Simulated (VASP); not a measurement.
# 1T-CaI2 monolayer and its bilayer, part 6 of 6

What are the lattice, gap and band positions of 1T-CaI2 monolayer, and what does a second sheet change?

VASP 6.6.1, plane waves and PAW; the level of theory is named at each step.

So far. Step 12 (A rigid stacking): Energy at zero smearing: -7.90229 eV. Step 13 (Relaxing the bilayer): The run ended after 13 ionic steps, 0.021 eV below its first step, once the forces on the free atoms met EDIFFG = -0.004.

## (14) Levels and bands of the bilayer

Level of this step: optB86b-vdW; plane waves and PAW (Ca_pv, I) (VASP).

The same static run as for one sheet shows what the neighbour does to the levels.

INCAR reads:

```
SYSTEM = CaI2
PREC = Normal
ENCUT = 350
EDIFF = 1E-06
NELM = 120
ISMEAR = 0
SIGMA = 0.03
LREAL = .FALSE.
ALGO = Fast
GGA = MK
AGGAC = 0
LUSE_VDW = .TRUE.
PARAM1 = 0.1234
PARAM2 = 1
LASPH = .TRUE.
NBANDS = 28
LORBIT = 11
LWAVE = .FALSE.
LCHARG = .FALSE.
KPAR = 4
IDIPOL = 3
LDIPOL = .TRUE.
DIPOL = 0.5 0.5 0.5
LVHAR = .TRUE.
LVACPOTAV = .TRUE.
NEDOS = 1500
```

POSCAR reads:

```
CaI2
1.0
    4.4429426768      0.0000000000      0.0000000000
   -2.2214713384      3.8477012256      0.0000000000
    0.0000000000      0.0000000000     27.2451557408
Ca I
2 4
Direct
    0.0000000000      0.0000000000      0.3719762839
    0.0000000000      0.0000000000      0.6280237161
    0.3333333300      0.6666666700      0.3065816903
    0.6666666700      0.3333333300      0.4374274386
    0.3333333300      0.6666666700      0.5625725614
    0.6666666700      0.3333333300      0.6934183097
```

KPOINTS reads:

```
Automatic mesh
0
Gamma
9 9 1
0 0 0
```

KPOINTS_OPT reads:

```
Line mode
14
Line-mode
Reciprocal
  0.00000000   0.00000000   0.00000000 GAMMA
  0.50000000   0.00000000   0.00000000 M

  0.50000000   0.00000000   0.00000000 M
  0.33333333   0.33333333   0.00000000 K

  0.33333333   0.33333333   0.00000000 K
  0.00000000   0.00000000   0.00000000 GAMMA
```

Potentials, in the order of the species: Ca_pv and I (PBE family, release 64).

On the command line:

```
> mpirun -np 4 vasp_std
```

Output:

```text
[... set-up lines as in an earlier step ...]
 entering main loop
       N       E                     dE             d eps       ncg     rms          rms(c)
DAV:   1     0.416039005337E+03    0.41604E+03   -0.12852E+04   788   0.109E+03
DAV:   2     0.656598655674E+02   -0.35038E+03   -0.34470E+03   792   0.322E+02
DAV:   3    -0.363140542923E+01   -0.69291E+02   -0.66486E+02   936   0.136E+02
DAV:   4    -0.780959774331E+01   -0.41782E+01   -0.41740E+01   920   0.379E+01
DAV:   5    -0.798416585462E+01   -0.17457E+00   -0.17454E+00  1152   0.830E+00    0.501E+00
RMM:   6    -0.790311219848E+01    0.81054E-01   -0.25036E-01   929   0.273E+00    0.299E+00
RMM:   7    -0.792961224991E+01   -0.26500E-01   -0.70632E-01   880   0.358E+00    0.579E-01
RMM:   8    -0.793376483165E+01   -0.41526E-02   -0.64908E-02  1164   0.174E+00    0.674E-01
RMM:   9    -0.794196379595E+01   -0.81990E-02   -0.27059E-02  1149   0.753E-01    0.106E+00
RMM:  10    -0.792980113196E+01    0.12163E-01   -0.84521E-02  1203   0.104E+00    0.158E-01
RMM:  11    -0.792983097643E+01   -0.29844E-04   -0.24768E-03  1099   0.300E-01    0.154E-01
RMM:  12    -0.792988912876E+01   -0.58152E-04   -0.76808E-04  1268   0.161E-01    0.176E-01
RMM:  13    -0.792956706045E+01    0.32207E-03   -0.34045E-04  1135   0.938E-02    0.149E-01
RMM:  14    -0.792934697500E+01    0.22009E-03   -0.24000E-04   996   0.851E-02    0.177E-01
RMM:  15    -0.792938567420E+01   -0.38699E-04   -0.77395E-05  1208   0.469E-02    0.193E-01
RMM:  16    -0.792955666856E+01   -0.17099E-03   -0.56104E-05  1035   0.378E-02    0.229E-01
RMM:  17    -0.792971984580E+01   -0.16318E-03   -0.83476E-05  1021   0.325E-02    0.264E-01
RMM:  18    -0.792987292351E+01   -0.15308E-03   -0.57561E-05  1031   0.271E-02    0.301E-01
RMM:  19    -0.793003932643E+01   -0.16640E-03   -0.58026E-05  1061   0.255E-02    0.338E-01
RMM:  20    -0.792999470570E+01    0.44621E-04   -0.49629E-06   883   0.133E-02    0.328E-01
RMM:  21    -0.793000205187E+01   -0.73462E-05   -0.10313E-06   552   0.736E-03    0.331E-01
RMM:  22    -0.792997429178E+01    0.27760E-04   -0.27979E-06   806   0.880E-03    0.325E-01
RMM:  23    -0.792959399817E+01    0.38029E-03   -0.57478E-04  1136   0.702E-02    0.206E-01
RMM:  24    -0.792942742279E+01    0.16658E-03   -0.44416E-04  1155   0.684E-02    0.976E-02
RMM:  25    -0.792940148763E+01    0.25935E-04   -0.87710E-05  1086   0.346E-02    0.493E-02
RMM:  26    -0.792940021492E+01    0.12727E-05   -0.52877E-06   799   0.152E-02    0.404E-02
RMM:  27    -0.792939837859E+01    0.18363E-05   -0.59986E-06  1014   0.131E-02    0.227E-02
RMM:  28    -0.792940739915E+01   -0.90206E-05   -0.38951E-06   695   0.154E-02    0.151E-02
RMM:  29    -0.792940780894E+01   -0.40979E-06   -0.12474E-06   630   0.857E-03
 [... a notice as in an earlier step ...]

   1 F= -.79294078E+01 E0= -.79294078E+01  d E =-.495855E-11
 Start KPOINTS_OPT (optional k-point list driver)
k-point batch [1-12\42]
       N       E                     dE             ncg
DAV:   1    -0.427865604841E+03   -0.46712E+04      740
DAV:   2    -0.454982952289E+04   -0.41220E+04      736
DAV:   3    -0.555929662081E+04   -0.10095E+04      944
DAV:   4    -0.563191995834E+04   -0.72623E+02      912
DAV:   5    -0.563484898520E+04   -0.29290E+01     1208
DAV:   6    -0.563487702511E+04   -0.28040E-01     1072
DAV:   7    -0.563487872226E+04   -0.16971E-02     1152
DAV:   8    -0.563487878343E+04   -0.61166E-04     1120
DAV:   9    -0.563487878667E+04   -0.32467E-05      864
DAV:  10    -0.563487878694E+04   -0.26166E-06      648
[...]
k-point batch [37-42\42]
       N       E                     dE             ncg
DAV:   1     0.440244259249E+04   -0.77707E+03      364
DAV:   2     0.239061256923E+04   -0.20118E+04      340
DAV:   3     0.182565299396E+04   -0.56496E+03      520
DAV:   4     0.178698589610E+04   -0.38667E+02      400
DAV:   5     0.178495681269E+04   -0.20291E+01      632
DAV:   6     0.178494240654E+04   -0.14406E-01      528
DAV:   7     0.178494136072E+04   -0.10458E-02      616
DAV:   8     0.178494134584E+04   -0.14879E-04      560
DAV:   9     0.178494134520E+04   -0.64055E-06      408
```

Wall time 1.9 min (4 MPI ranks of Intel Xeon 6975P-C (Granite Rapids), shared host); peak memory 2.1 GiB; 7.6 min of CPU time.

OUTCAR, selected parts (step 14):

```text
   NELECT =      44.0000    total number of electrons

 E-fermi :  -2.4159

 k-point     1 :       0.0000    0.0000    0.0000
  band No.  band energies     occupation
    ...
     18      -2.6455      2.00000
     19      -2.6157      2.00000
     20      -2.6157      2.00000
     21      -2.5440      2.00000
     22      -2.5440      2.00000
     23       1.9366      0.00000
     24       2.0074      0.00000
     25       2.0351      0.00000
     26       2.0443      0.00000
     27       2.0607      0.00000
    ...

Total vdW correction in eV:      9.7110002

  Total        0.0169831      0.0169831     -0.0140294      0.0000000     -0.0000000      0.0000000
  in kB        0.0584206      0.0584206     -0.0482600      0.0000000     -0.0000000      0.0000000
  external PRESSURE =       0.0228604 kB  Pullay stress =       0.0000000 kB

 POSITION                                       TOTAL-FORCE (eV/Angst)
 -----------------------------------------------------------------------------------
      0.00000      0.00000     10.13455         0.000000      0.000000      0.000756
      0.00000      0.00000     17.11060         0.000000     -0.000000     -0.000756
     -0.00000      2.56513      8.35287         0.000000     -0.000000     -0.001526
      2.22147      1.28257     11.91778         0.000000      0.000000     -0.000623
     -0.00000      2.56513     15.32738        -0.000000      0.000000      0.000623
      2.22147      1.28257     18.89229        -0.000000      0.000000      0.001526
 -----------------------------------------------------------------------------------
    total drift:                               -0.000000      0.000000      0.000000

  FREE ENERGIE OF THE ION-ELECTRON SYSTEM (eV)
  ---------------------------------------------------
  free  energy   TOTEN  =        -7.9294078089 eV

  energy  without entropy=       -7.9294078089  energy(sigma->0) =       -7.92940781

Total vdW correction in eV:      9.7108817

 vacuum level on the upper side and lower side of the slab         4.193         4.193

[... 8 parts as in an earlier step ...]

[... 10 further parts left out ...]
```

This step gave:

```
electronic steps                                  : 29
Fermi energy                                      : -2.416 eV
least gap on mesh and path                        : 3.713 eV
least direct gap on mesh and path                 : 4.242 eV
vacuum levels                                     : 4.193, 4.193 eV
ionisation potentials of the upper and lower face : 6.736, 6.736 eV
electron affinities of the upper and lower face   : 3.023, 3.023 eV
```

Electronic bands along the path, in eV, zero at the valence-band top; v1 is the highest filled band, c1 the lowest empty one:

```csv
point,v4,v3,v2,v1,c1,c2,c3,c4
Γ,-0.07,-0.07,0.00,0.00,4.48,4.51,4.58,4.58
M,-0.72,-0.71,-0.61,-0.61,3.71,3.79,5.43,5.45
K,-0.91,-0.91,-0.66,-0.66,4.83,4.97,5.00,5.00
Γ,-0.07,-0.07,0.00,0.00,4.48,4.52,4.58,4.58
```

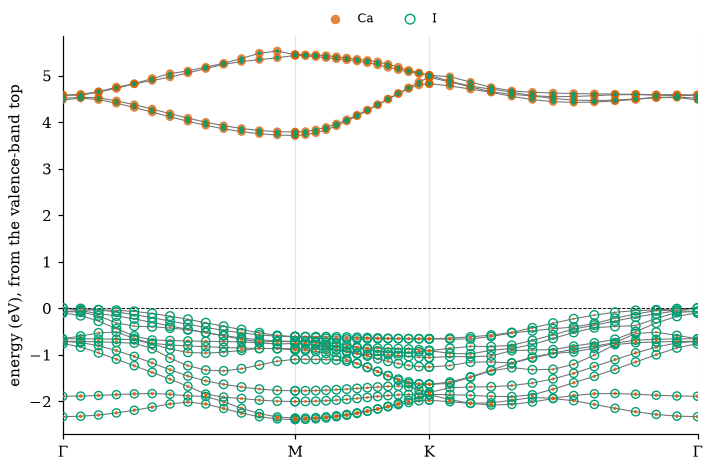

Electronic bands along the path; dots are coloured as in the legend, and their area grows with the weight.

The planar average of the electrostatic potential oscillates, so the rows of the table below give means over windows of 2.5 Å about each position, cut where the curve ends. Its maxima inside the range that stand out by 2 % of the span (Å: eV): 9.4: -0.226, 10.9: -0.197, 13.6: 6.00, 16.3: -0.197, 17.8: -0.226. Its minima: 8.4: -8.87, 10.2: -2.74, 11.9: -8.9, 15.4: -8.9, 17.1: -2.74, 18.8: -8.87.

Zero at the Fermi level. Table of planar average of the electrostatic potential by height; means over each step:

```csv
height (Å),planar average of the electrostatic potential (eV)
0.0,6.61
2.5,6.61
5.0,6.60
7.5,0.0371
10.0,-1.84
12.5,-1.24
15.0,-2.00
17.5,-2.48
20.0,1.50
22.5,6.60
25.0,6.61
```

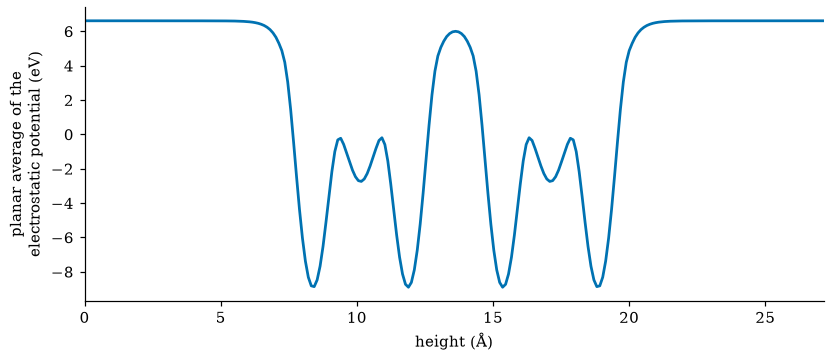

Planar average of the electrostatic potential against height.

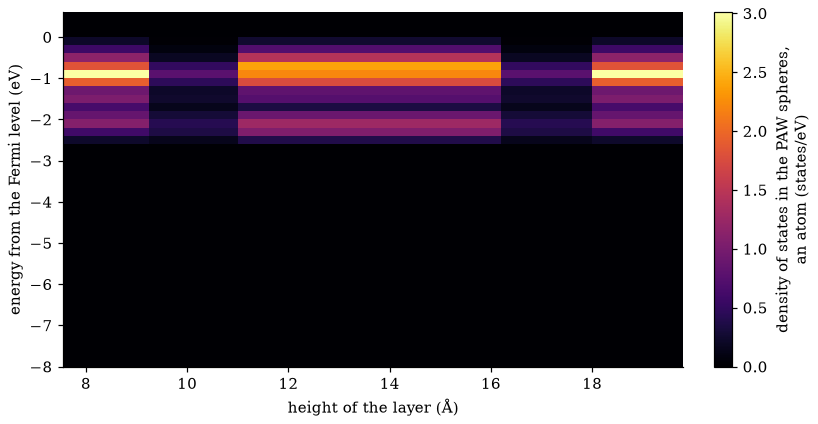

Density of states in the PAW spheres, an atom over height of the layer and energy from the Fermi level.

The map of layer states is cut here 0.5 eV above the Fermi level, so it leaves out the states above that.

The vacuum level lies 6.74 eV above the highest filled level at the upper face; both faces agree, as the slab has next to no dipole.

The program found no field-free point at its default tolerance, but its printed level agrees with the flat part of the planar average.

## (15) Derived quantities

This step: monolayer and bilayer, optB86b-vdW; plane waves and PAW + nonlocal (VASP 6.6.1).

This step runs nothing: it gathers the runs above.

Numbers from this step:

| Property | Result |
| --- | --- |
| polarisability per area of the slab or monolayer | 0.4120 Å |
| gap with spin orbit | 3.450 eV |
| binding energy | -13.84 meV/Å² |
| interlayer gap | 3.410 Å |
| bilayer gap | 3.713 eV |
| bilayer level below vacuum | 6.736 eV |
| lattice a | 4.443 Å |
| lattice b | 4.443 Å |
| thickness | 3.573 Å |
| monolayer gap | 3.793 eV |
| ionisation potential at the upper face | 6.756 eV |

VASP counts both for electrons: a positive EFIELD is a field along -c, and a positive dipole, in electrons times A, points along -c. Field, by row:

```csv
EFIELD (eV/Å),dipole along z of the monolayer (e Å),energy change of the monolayer (eV)
-0.1,-0.04896,-0.002454
0,0,0
0.1,0.04886,-0.002453
```

Rigid sheets, 3.1 Å apart. Stackings, by row:

```csv
stacking,energy above the lowest (meV/Å²)
"same orientation, shift 0.00 0.00",0
"turned by 180 degrees, shift 0.33 0.67",0.3736
"same orientation, shift 0.67 0.33",0.7404
"same orientation, shift 0.33 0.67",38.63
"turned by 180 degrees, shift 0.00 0.00",38.66
```

The polarisability is the slope of the dipole against the field, as a volume for each unit of area.

## (16) Results

- lattice a: 4.44 Å
- monolayer gap: 3.79 eV
- gap with spin orbit: 3.45 eV
- binding energy: -13.8 meV/Å²
- interlayer gap: 3.41 Å
- bilayer gap: 3.71 eV
- polarisability per area of the slab or monolayer: 0.412 Å

The monolayer relaxes to a = 4.443 Å and has a gap of 3.79 eV (3.45 eV with spin-orbit coupling). The ionisation potential is 6.76 eV at both faces. Of 5 rigid stackings the lowest has the upper sheet in the same orientation and shifted by (0.00, 0.00) in cell vectors, and the highest lies 38.7 meV/Å² above it. Relaxed, the sheets lie 3.41 Å apart and bind by 13.8 meV/Å². The next stacking lies close, and only the lowest was relaxed, so the order could change. The second sheet narrows the gap, to 3.71 eV. All runs are without spin polarisation. The bilayer keeps the monolayer's lattice, and only high-symmetry stackings were tried. Semilocal gaps are too small. Levels against the vacuum, binding and the bilayer's gap are without spin-orbit coupling.

[Lines on the potential files, build, host, timing and source positions are cut from VASP's logs without a mark.]

[Logs are printed without paths, hosts, clocks, repeated set-up lines and the standing remarks that a program may print on its own settings, such as how far it seeks lower states.]

[Hosts, paths, dates, database ids (printed as entryN), source tags and the programs' standing remarks are cut or masked in the printed files.]

[Runs that stopped without an error message from VASP are left out.]
